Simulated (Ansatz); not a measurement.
Al (fcc, Cu type)

```cif
data_Al
_chemical_formula_sum 'Al1'
_space_group_name_H-M_alt 'P 1'
_space_group_IT_number 1
_cell_length_a 2.85670
_cell_length_b 2.85670
_cell_length_c 2.85670
_cell_angle_alpha 60.000
_cell_angle_beta 60.000
_cell_angle_gamma 60.000
loop_
_space_group_symop_operation_xyz
  'x, y, z'
loop_
_atom_site_label
_atom_site_type_symbol
_atom_site_fract_x
_atom_site_fract_y
_atom_site_fract_z
_atom_site_occupancy
Al1 Al 0.00000 0.00000 0.00000 1
```

E(V) scan at fixed shape, V₀ the volume above. Symmetry pins the atoms to their sites.

All values below come from PBE (plane waves to 420 eV, PAW, scalar-relativistic; Ansatz, a program for electronic structure). k mesh 20×20×20 (Γ-centred), Fermi-Dirac smearing 0.05 eV. Energies are smeared free energies. Al was relaxed with its symmetry unable to fall. The PAW data are Ansatz's earlier set. The zero of ΔE is the relaxed starting cell.

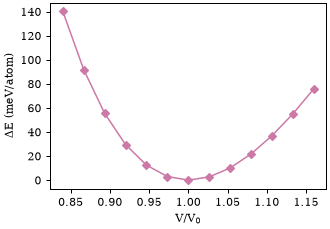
ΔE (meV/atom) against V/V₀; computed points joined by lines.

Question: What is ΔE at V/V₀ = 1.160?

Answer: About 76 meV/atom.

Question: What is ΔE at V/V₀ = 0.840?

Answer: About 140 meV/atom.

Question: What bulk modulus B₀ follows from a third-order Birch-Murnaghan fit?

Answer: About 76 GPa.

(Under strain, the slope of the energy per volume gives the stress and its curvature an elastic modulus.)
